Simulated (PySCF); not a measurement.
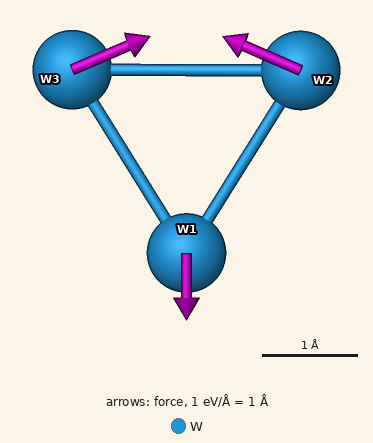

Starting geometry of W3 (charge +1, multiplicity 2) with the computed forces as purple arrows. A ball-and-stick model, seen face on.

Method: UKS TPSS, W def2-SVP with ECP60; non-relativistic Hamiltonian with scalar-relativistic core potentials; density fitting in PySCF. 

Is this structure relaxed? If not, where do the atoms go?

Answer. It isn't relaxed: the largest force vector, on W atoms, is 0.91 eV/Å. The atoms end up moving mostly along the starting forces (cosine between the two patterns 1.00). The largest moves after the best rigid fit, 0.032 Å, are those of W2 and W3. Near-neighbour distances that change, for instance: W2–W3 2.418 → 2.361 Å, W1–W2 2.274 → 2.294 Å. Among the angles between lasting bonds that change: W2–W1–W3 64.2° → 62.0°. Over 3 geometry steps the energy falls by 0.040 eV. Largest force component: 0.83 eV/Å at the start, 0.0067 eV/Å at the end. Cost: 35 s on 2 threads of Intel(R) Xeon(R) Platinum 8488C (Sapphire Rapids), with other jobs on the host, peak memory 0.54 GiB.
